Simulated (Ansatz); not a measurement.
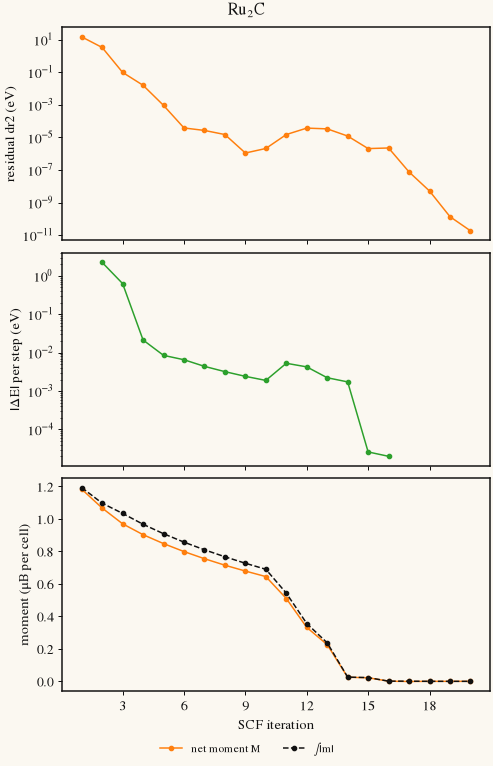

The plot shows the SCF iterations of a calculation: density residual dr2, step-to-step change of the Harris–Foulkes energy, magnetic moments. Energy differences below 3 × 10⁻⁶ eV aren't drawn. dr2 is the charge part; the magnetisation has a residual of its own.

System: Ru2C (P-3m1, 3 atoms in the cell).
Method: DFT PBE, scalar-relativistic, plane waves, PAW in Ansatz 0.2.0; cutoff 420 eV, 6×6×4 k-mesh, Gaussian smearing of 0.1 eV, collinear spins.

Question: How did this run end?

Answer: The run converged; it took 20 iterations. The residual falls unevenly and jumps up by a factor of two or more twice on the way down. The program keeps the magnetisation out of the quasi-Newton mixer until iteration 9 and then restarts the mixer with it. The program put off closing at iteration 18, as the moment had not settled.

Question: What is the residual at the start and at the end?

Answer: It starts near 10 and ends near 2 × 10⁻¹¹ eV.

Question: What happens to the magnetisation?

Answer: The net moment goes from 1.2 to 0.0 μB per cell. ∫|m| ends at 0.0 μB, so the magnetism dies out.
